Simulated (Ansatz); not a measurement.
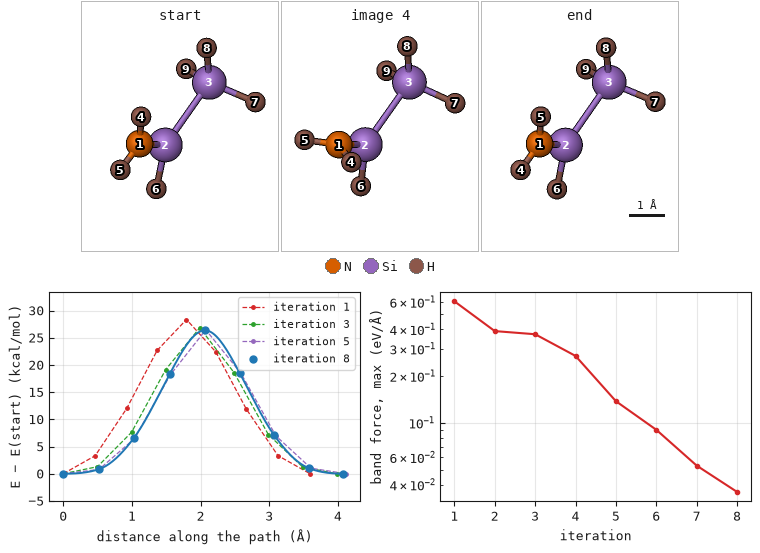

NEB run on Si2NH6 (charge +1). Images are numbered from 0 (start) to 8 (end). The plot follows the band through its iterations. Style: ball-and-stick. Shown from a free direction.

All numbers below come from RKS B3LYP/def2-SVP in Ansatz. Run with 7 movable images; climbing image; force threshold 0.05 eV/Å; iteration limit 60; starting path by straight interpolation.

Judge this run.

Answer. The run is converged, with reservations. The band converged in 8 iterations. The largest component of the band force went from 0.61 to 0.036 eV/Å. The climbing image converged on the top of the path. Its curvatures weren't checked. The straight starting path can push atoms close together and costs iterations. The first iteration put the highest image at 28.4 kcal/mol. The two ends have the same energy, and the highest point, image 4, lies 26.4 kcal/mol above the start.

The run took roughly 2.3 core-minutes on a shared host.
